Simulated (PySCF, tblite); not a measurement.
# B₃H₆N₃O₂Si, a small gas-phase stand-in for a defect centre (BN ring, N edge): NMR shifts, core binding energies and electronic excitations

Wanted: the NMR shifts, core binding energies and electronic excitations for `O[Si]ON1BNBNB1`. It is drawn as: twofold silicon.

Computed with tblite 0.8.0 and PySCF 2.14.0; each step states its level. No surroundings beyond the atoms listed, unless a continuum is named. Atoms count from 0, parts from 1.

## Step 1: Starting point

15 atoms, charge 0, multiplicity 1; geometry: distance geometry start.

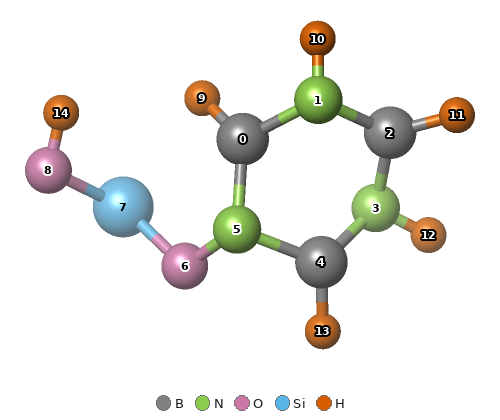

The starting geometry (boron grey, nitrogen green, oxygen pink, silicon blue, hydrogen orange), atoms numbered.

## Step 2: Geometry optimisation with GFN2-xTB

Job settings and geometry (Å):

```
{"job": {"kind": "relax", "xc": "GFN2-xTB", "basis": "xTB"}, "charge": 0, "multiplicity": 1}
B      0.440529     0.675069    -0.071149
N     -0.821725     1.459775    -0.470379
B     -2.008919     0.788000     0.269540
N     -1.777730    -0.604982     0.806571
B     -0.924639    -1.347105    -0.246505
N      0.487894    -0.775252    -0.521413
O      1.368445    -1.541843     0.081091
Si     2.452319    -0.774003     1.141063
O      3.685027    -0.009656     0.240370
H      1.156513     1.198907     0.705033
H     -0.778471     2.435373    -0.149178
H     -3.125569     1.157782     0.072251
H     -2.662964    -1.079084     1.000902
H     -0.970119    -2.536458    -0.168247
H      3.494834     0.959292     0.316134
```

Level: GFN2-xTB geometry optimisation, gas phase.

Command:

```
$ OMP_NUM_THREADS=1 python cluster_run.py task.json out
```

This one command runs all jobs of the session in turn.

The log of the run:

```text
step      E/eV     max force
  0    -692.41092    7.145
  1    -693.61451    2.840
  2    -694.31937    2.043
  3    -694.72331    1.902
  4    -694.97603    1.165
  5    -695.13306    1.147
  6    -695.29471    1.560
  7    -695.48464    1.010
  8    -695.60125    0.846
  9    -695.71519    0.810
 10    -695.78916    0.813
 11    -695.91737    0.960
 12    -696.03590    0.995
 13    -696.13805    0.977
 14    -696.24396    1.048
 15    -696.31258    0.749
 16    -696.36916    0.684
 17    -696.40038    0.797
 18    -696.44697    0.722
 19    -696.47339    0.552
 20    -696.49975    0.891
 21    -696.51303    0.383
 22    -696.52949    0.301
 23    -696.54969    0.277
 24    -696.55753    0.261
 25    -696.57983    0.199
 26    -696.58941    0.181
 27    -696.59603    0.172
 28    -696.59983    0.166
 29    -696.60407    0.189
 30    -696.60945    0.227
 31    -696.61587    0.238
 32    -696.62131    0.181
 33    -696.62472    0.135
 34    -696.62622    0.123
 35    -696.62758    0.131
 36    -696.62933    0.111
 37    -696.63203    0.102
 38    -696.63374    0.103
 39    -696.63546    0.105
 40    -696.63754    0.132
 41    -696.64004    0.149
 42    -696.64256    0.164
 43    -696.64455    0.127
 44    -696.64642    0.126
 45    -696.64860    0.147
 46    -696.65179    0.151
 47    -696.65451    0.141
 48    -696.65616    0.083
 49    -696.65679    0.078
 50    -696.65737    0.064
 51    -696.65794    0.070
 52    -696.65855    0.068
 53    -696.65893    0.060
 54    -696.65921    0.040
 55    -696.65941    0.032
 56    -696.65956    0.025
 57    -696.65967    0.028
 58    -696.65977    0.025
 59    -696.65990    0.030
 60    -696.66011    0.044
 61    -696.66036    0.044
 62    -696.66060    0.040
 63    -696.66084    0.046
 64    -696.66116    0.057
 65    -696.66168    0.064
 66    -696.66245    0.079
 67    -696.66337    0.072
 68    -696.66421    0.066
 69    -696.66490    0.074
 70    -696.66569    0.074
 71    -696.66654    0.082
 72    -696.66731    0.164
 73    -696.66828    0.082
 74    -696.66926    0.063
 75    -696.67037    0.101
 76    -696.67272    0.140
 77    -696.67480    0.213
 78    -696.67729    0.125
 79    -696.67873    0.309
 80    -696.68063    0.265
 81    -696.68313    0.129
 82    -696.68653    0.206
 83    -696.68913    0.182
 84    -696.69230    0.122
 85    -696.69426    0.149
 86    -696.69612    0.123
 87    -696.69794    0.118
 88    -696.70062    0.126
 89    -696.70314    0.144
 90    -696.70545    0.166
 91    -696.70707    0.176
 92    -696.70842    0.139
 93    -696.71024    0.141
 94    -696.71301    0.176
 95    -696.71647    0.189
 96    -696.72010    0.162
 97    -696.72288    0.136
 98    -696.72486    0.225
 99    -696.72667    0.135
100    -696.72900    0.161
101    -696.73134    0.102
102    -696.73344    0.135
103    -696.73514    0.125
104    -696.73664    0.145
105    -696.73804    0.098
106    -696.73972    0.107
107    -696.74225    0.137
108    -696.74575    0.159
109    -696.74845    0.160
110    -696.75183    0.161
111    -696.75435    0.139
112    -696.75962    0.176
113    -696.76347    0.195
114    -696.77027    0.246
115    -696.77546    0.232
116    -696.77971    0.229
117    -696.78230    0.134
118    -696.78338    0.176
119    -696.78228    0.261
120    -696.78574    0.089
121    -696.78633    0.080
122    -696.78730    0.065
123    -696.78769    0.039
124    -696.78804    0.033
125    -696.78822    0.030
126    -696.78838    0.036
127    -696.78851    0.033
128    -696.78862    0.034
129    -696.78871    0.029
130    -696.78881    0.022
131    -696.78892    0.027
132    -696.78905    0.023
133    -696.78917    0.019
134    -696.78928    0.027
135    -696.78937    0.025
136    -696.78946    0.022
137    -696.78952    0.022
138    -696.78957    0.018
139    -696.78960    0.015
140    -696.78963    0.017
141    -696.78966    0.018
142    -696.78971    0.019
143    -696.78977    0.026
144    -696.78985    0.029
145    -696.78996    0.029
146    -696.79007    0.028
147    -696.79016    0.023
148    -696.79024    0.029
149    -696.79033    0.025
150    -696.79042    0.020
151    -696.79051    0.019
152    -696.79055    0.015
153    -696.79060    0.018
154    -696.79064    0.015
155    -696.79067    0.011
156    -696.79069    0.011
157    -696.79071    0.010
158    -696.79073    0.011
159    -696.79076    0.010
160    -696.79077    0.009
161    -696.79078    0.008
```

Run time: 3.8 s. Hardware: 1 thread of Intel Xeon Platinum 8488C, shared host.

Relaxation path:

| step | energy from step 0 (eV) | largest force (eV/Å) |
| --- | --- | --- |
| 0 | 0.0000 | 7.1452 |
| 6 | -2.8838 | 1.5599 |
| 12 | -3.6250 | 0.9951 |
| 18 | -4.0360 | 0.7226 |
| 24 | -4.1466 | 0.2611 |
| 30 | -4.1985 | 0.2272 |
| 36 | -4.2184 | 0.1104 |
| 42 | -4.2316 | 0.1643 |
| 48 | -4.2452 | 0.0830 |
| 54 | -4.2483 | 0.0398 |
| 60 | -4.2492 | 0.0437 |
| 66 | -4.2515 | 0.0792 |
| 72 | -4.2564 | 0.1638 |
| 78 | -4.2664 | 0.1248 |
| 84 | -4.2814 | 0.1225 |
| 90 | -4.2945 | 0.1659 |
| 96 | -4.3092 | 0.1625 |
| 102 | -4.3225 | 0.1350 |
| 108 | -4.3348 | 0.1594 |
| 114 | -4.3593 | 0.2466 |
| 120 | -4.3748 | 0.0892 |
| 126 | -4.3775 | 0.0363 |
| 132 | -4.3781 | 0.0229 |
| 138 | -4.3786 | 0.0182 |
| 144 | -4.3789 | 0.0294 |
| 150 | -4.3795 | 0.0194 |
| 156 | -4.3798 | 0.0114 |
| 161 | -4.3799 | 0.0081 |

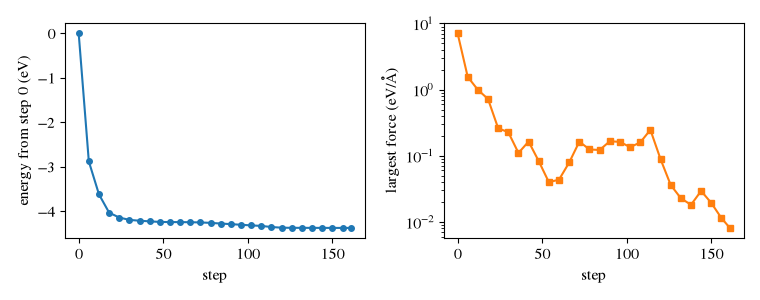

Energy and force, step by step.

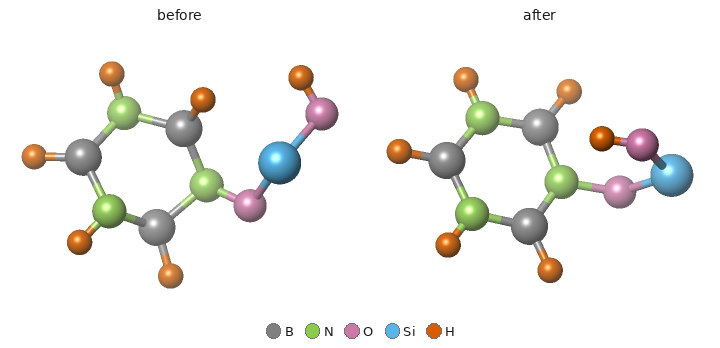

The geometry before (left) and after (right).

Distances of close pairs at the start and the end, largest changes first:

| bond | before (Å) | after (Å) | change (Å) |
| --- | --- | --- | --- |
| B4–N5 | 1.548 | 1.413 | -0.136 |
| N1–B2 | 1.552 | 1.417 | -0.135 |
| N3–B4 | 1.545 | 1.417 | -0.128 |
| B0–N1 | 1.539 | 1.417 | -0.122 |
| B0–N5 | 1.519 | 1.412 | -0.107 |
| N5–O6 | 1.314 | 1.417 | +0.103 |
| B2–N3 | 1.511 | 1.417 | -0.094 |
| Si7–O8 | 1.707 | 1.625 | -0.082 |

## Step 3: Relaxing the molecule at PBE0-D3(BJ)/def2-SVP

Job settings and geometry (Å):

```
{"job": {"xc": "PBE0", "basis": "def2-SVP", "d3": "d3bj", "grid": 2, "kind": "geom", "shake": 0.01}, "charge": 0, "multiplicity": 1}
B      0.395196     0.814523    -0.883934
N     -0.822875     1.477203    -0.471306
B     -1.895328     0.807501     0.183078
N     -1.651346    -0.567571     0.447427
B     -0.524107    -1.289635     0.059000
N      0.467560    -0.535728    -0.610180
O      1.684422    -1.208237    -0.947974
Si     3.071493    -1.190865    -0.061703
O      2.732872    -0.256731     1.252769
H      1.243983     1.408953    -1.415806
H     -0.928497     2.461849    -0.659179
H     -2.844778     1.373886     0.527672
H     -2.442971    -1.068370     0.915210
H     -0.380258    -2.416343     0.317293
H      1.883711     0.164194     1.362302
```

The log of the run:

```text
step   0  E = -681.64004790  max force = 0.052476
step   1  E = -681.64952042  max force = 0.016439
step   2  E = -681.65086930  max force = 0.010492
step   3  E = -681.65128391  max force = 0.004669
step   4  E = -681.65132526  max force = 0.003115
step   5  E = -681.65143682  max force = 0.000649
step   6  E = -681.65143966  max force = 0.000633
step   7  E = -681.65144510  max force = 0.000158
optimisation converged
```

Wall time 1.9 min (1 thread of Intel Xeon Platinum 8488C, shared host); peak memory 0.81 GiB.

Relaxation path:

| step | energy from step 0 (eV) | largest force component (eV/Å) |
| --- | --- | --- |
| 0 | 0.0000 | 2.6984 |
| 1 | -0.2578 | 0.8453 |
| 2 | -0.2945 | 0.5395 |
| 3 | -0.3057 | 0.2401 |
| 4 | -0.3069 | 0.1602 |
| 5 | -0.3099 | 0.0334 |
| 6 | -0.3100 | 0.0326 |
| 7 | -0.3101 | 0.0081 |

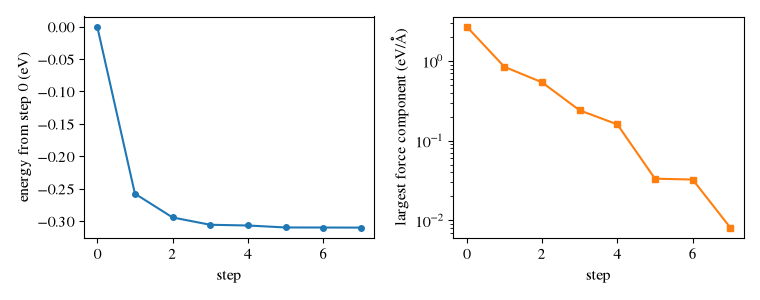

Energy and force, step by step.

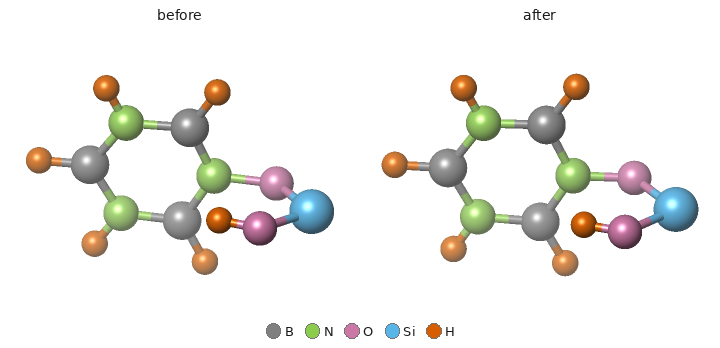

The geometry before (left) and after (right).

Close pairs (by a distance rule), those that changed most:

| bond | before (Å) | after (Å) | change (Å) |
| --- | --- | --- | --- |
| O6–Si7 | 1.646 | 1.709 | +0.062 |
| B0–N5 | 1.380 | 1.432 | +0.053 |
| B2–H11 | 1.158 | 1.207 | +0.049 |
| N5–O6 | 1.431 | 1.390 | -0.040 |
| B0–H9 | 1.165 | 1.204 | +0.040 |
| B4–H13 | 1.165 | 1.204 | +0.039 |
| N3–H12 | 1.047 | 1.012 | -0.035 |
| N3–B4 | 1.394 | 1.424 | +0.030 |

The end geometry stands in the next job.

| at the end point | value |
| --- | --- |
| point group (found at 0.08 Å tolerance) | Cs |
| rotational constants (GHz, main isotopes) | 3.145, 0.870, 0.826 |
| dipole moment (D) | 2.96 |

## Step 4: Shielding tensors: PBE0/pcSseg-1

Job settings and geometry (Å):

```
{"job": {"kind": "nmr", "xc": "PBE0", "basis": "pcSseg-1"}, "charge": 0, "multiplicity": 1}
B      0.344949     0.890446    -0.923673
N     -0.819049     1.542998    -0.426866
B     -1.834902     0.873937     0.319316
N     -1.638872    -0.515969     0.575868
B     -0.503986    -1.244612     0.118900
N      0.481088    -0.499421    -0.606025
O      1.577020    -1.185784    -1.116776
Si     3.049691    -1.319554    -0.261016
O      2.714774    -0.487645     1.137758
H      1.196171     1.458916    -1.558345
H     -0.933512     2.528140    -0.627288
H     -2.813665     1.457909     0.717742
H     -2.344771    -1.016373     1.100562
H     -0.345263    -2.418317     0.336940
H      1.833795    -0.100928     1.243320
```

Level: GIAO PBE0/pcSseg-1 NMR shielding, non-relativistic, gas phase.

The log of the run:

```text
coarse grid: 13960 points
cycle   1  E = -681.7448744601  dE =  1.273e+00  |g| = 9.320e-01  |ddm| = 3.530e+00
cycle   2  E = -681.4971286432  dE =  2.477e-01  |g| = 1.469e+00  |ddm| = 1.389e+00
cycle   3  E = -681.9068388828  dE = -4.097e-01  |g| = 1.326e-01  |ddm| = 8.966e-01
cycle   4  E = -681.9095042219  dE = -2.665e-03  |g| = 7.593e-02  |ddm| = 1.366e-01
cycle   5  E = -681.9105441994  dE = -1.040e-03  |g| = 2.034e-02  |ddm| = 5.396e-02
cycle   6  E = -681.9106104362  dE = -6.624e-05  |g| = 7.417e-03  |ddm| = 1.591e-02
cycle   7  E = -681.9106211679  dE = -1.073e-05  |g| = 1.515e-03  |ddm| = 5.468e-03
cycle   8  E = -681.9106216064  dE = -4.385e-07  |g| = 2.355e-04  |ddm| = 9.819e-04
final grid: 133176 points
cycle   9  E = -681.9698106557  dE = -2.961e-05  |g| = 1.294e-02  |ddm| = 2.509e-02
cycle  10  E = -681.9697651632  dE =  4.549e-05  |g| = 2.046e-02  |ddm| = 1.866e-02
cycle  11  E = -681.9698418768  dE = -7.671e-05  |g| = 1.056e-03  |ddm| = 1.138e-02
cycle  12  E = -681.9698420681  dE = -1.913e-07  |g| = 4.320e-04  |ddm| = 9.273e-04
cycle  13  E = -681.9698421014  dE = -3.332e-08  |g| = 1.150e-04  |ddm| = 2.867e-04
cycle  14  E = -681.9698421035  dE = -2.068e-09  |g| = 5.183e-05  |ddm| = 9.546e-05
cycle  15  E = -681.9698421040  dE = -4.966e-10  |g| = 1.073e-05  |ddm| = 3.737e-05
converged SCF energy = -681.9698421040

GIAO shielding tensors (ppm)
atom      isotropic    diamagn.    paramagn.     s11        s22        s33       span
  0 B       71.619     198.872    -127.253     48.682     59.204    106.971     58.289
  1 N      122.643     325.131    -202.488    -19.547    154.548    232.928    252.474
  2 B       73.530     196.948    -123.418     46.574     57.738    116.280     69.705
  3 N      122.562     325.098    -202.536    -19.821    154.490    233.016    252.837
  4 B       71.667     198.805    -127.138     48.749     59.070    107.182     58.433
  5 N       43.598     324.068    -280.470    -62.726     93.268    100.251    162.978
  6 O       61.623     394.056    -332.433    -96.088    132.894    148.065    244.152
  7 Si     287.424     878.145    -590.720     81.258    351.506    429.508    348.250
  8 O      154.329     394.162    -239.833    -48.434    237.969    273.452    321.885
  9 H       26.348      30.902      -4.554     23.557     26.957     28.530      4.973
 10 H       25.485      30.510      -5.025     21.063     25.184     30.208      9.145
 11 H       26.478      28.710      -2.232     23.721     26.730     28.985      5.264
 12 H       25.479      30.454      -4.975     21.054     25.179     30.203      9.149
 13 H       26.342      30.838      -4.496     23.555     26.965     28.506      4.952
 14 H       25.595      35.490      -9.895     19.111     24.005     33.670     14.560
```

It took 26 s on 1 thread of Intel Xeon Platinum 8488C, shared host; peak memory 0.94 GiB.

The references, computed at this level on geometries of the same kind, shield at (ppm): 1H TMS 31.27, 29Si TMS 352.0, 15N NH3 265.7, 17O H2O 334.6, 11B BF3·OEt2 100.7. Their shielding less the atom's gives the shift. The references are single molecules in the gas phase, so shifts against H2O, NH3, PH3, H3PO4 or CFCl3 are not on the usual liquid scales and can be off by tens of ppm. Atoms listed in one row are averaged.

| atoms | environment | σ (ppm) | δ (ppm) |
| --- | --- | --- | --- |
| H10, H12 | hydrogen on a nitrogen bonded to 2 B | 25.48 | 5.79 |
| H14 | hydrogen on an oxygen bonded to Si | 25.60 | 5.67 |
| H13 | hydrogen on a boron bonded to 2 N | 26.34 | 4.92 |
| H9 | hydrogen on a boron bonded to 2 N | 26.35 | 4.92 |
| H11 | hydrogen on a boron bonded to 2 N | 26.48 | 4.79 |
| B0, B4 | boron bonded to 2 N, H | 71.6 | 29.1 |
| B2 | boron bonded to 2 N, H | 73.5 | 27.2 |
| N5 | nitrogen bonded to 2 B, O | 43.6 | 222.1 |
| N1, N3 | nitrogen bonded to 2 B, H | 122.6 | 143.1 |
| O6 | oxygen bonded to N, Si | 61.6 | 272.9 |
| O8 | oxygen bonded to Si, H | 154.3 | 180.2 |
| Si7 | silicon bonded to 2 O | 287.4 | 64.6 |

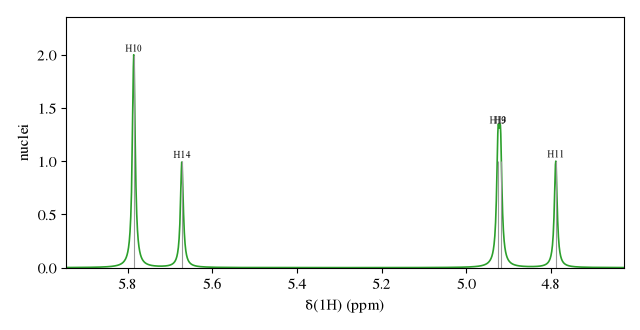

1H lines at the computed shifts, without couplings. Lines are broadened to a width of 0.01 ppm (Lorentzian).

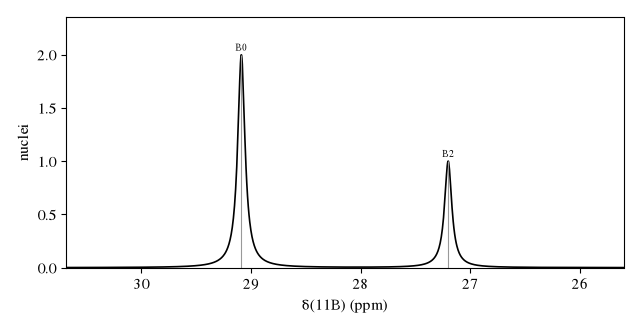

11B lines at the computed shifts, without couplings. Lines are broadened to a width of 0.08 ppm (Lorentzian).

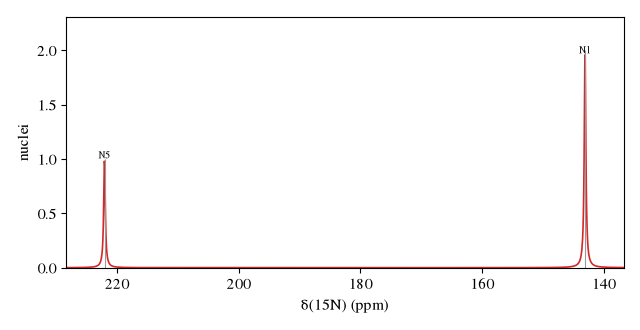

15N lines at the computed shifts, without couplings. Lines are broadened to a width of 0.32 ppm (Lorentzian).

Charges from the same density, by scheme (e):

| atoms | Mulliken | IAO | Hirshfeld | ESP fit |
| --- | --- | --- | --- | --- |
| B0, B4 | 0.33 | 0.16 | 0.15 | 0.01 |
| N1, N3 | -0.53 | -0.45 | -0.22 | -0.56 |
| B2 | 0.32 | 0.18 | 0.16 | 0.41 |
| N5 | -0.34 | -0.14 | -0.09 | 0.46 |
| O6 | -0.51 | -0.50 | -0.18 | -0.46 |
| Si7 | 0.73 | 0.81 | 0.32 | 0.24 |
| O8 | -0.56 | -0.74 | -0.31 | -0.47 |

ESP fit charges:

B0 0.01; N1 -0.57; B2 0.41; N3 -0.56; B4 0.02; N5 0.46; O6 -0.46; Si7 0.24; O8 -0.47; H9 0.02; H10 0.33; H11 -0.12; H12 0.33; H13 0.02; H14 0.35

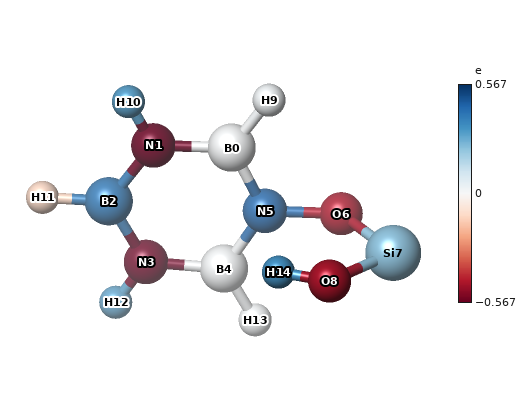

ESP fit charges, as colours on the atoms.

Mayer bond orders: B0–N1 1.17, N1–B2 1.16, B2–N3 1.16, N3–B4 1.17, B4–N5 1.07, N5–O6 0.86, O6–Si7 0.89, Si7–O8 1.04, N5–B0 1.07.

Ring of atoms B0, N1, B2, N3, B4, N5: NICS(0) -4.2, NICS(1) -3.8, NICS(1)zz -6.5 ppm (means of both faces).

(Part 1 of 2 ends here.)
